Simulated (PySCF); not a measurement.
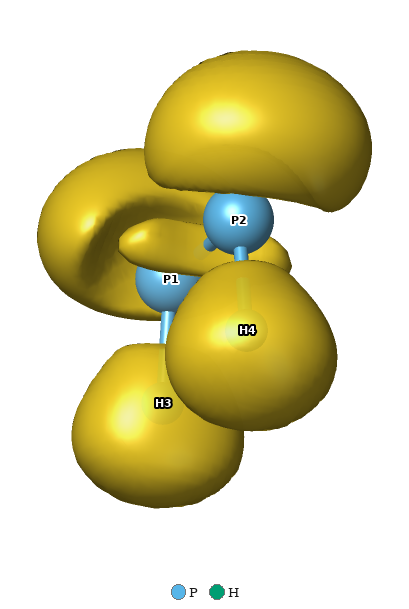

H$_{2}$P$_{2}$ (phosphanylidenephosphane). Isosurface of the electron localisation function at 0.85 (yellow), seen at an oblique angle. Core shells and regions of very low density are left out.

Geometry: PBE0-D3(BJ)/def2-SVP.

Method: DFT single point, gas phase, functional wB97X in PySCF.

Input

```
{"job": {"kind": "sp", "xc": "wB97X", "basis": "def2-TZVP", "d3": "d3bj", "grid": 2}, "charge": 0, "multiplicity": 1}
P     -1.018523     0.700171     0.017039
P      1.016640     0.718072     0.004799
H     -1.244996    -0.715029    -0.026353
H      1.267291    -0.692982    -0.041319
```

Command:

```sh
OMP_NUM_THREADS=1 python redox_run.py task.json out
```

Identify the bonds, lone pairs and shells in this picture.

Answer. The ELF exceeds this value in one region between bonded P–P atoms (shared pairs), two regions around hydrogen nuclei and two lobes on P, pointing away from the bonds (lone pairs).

Values along the shortest contacts:
P–P (2.04 Å): the ELF peaks at about 0.90 between the atoms, as expected for a covalent bond. P–H (1.43 Å): the ELF climbs to about 1 towards the hydrogen, as it does in any bond to H.
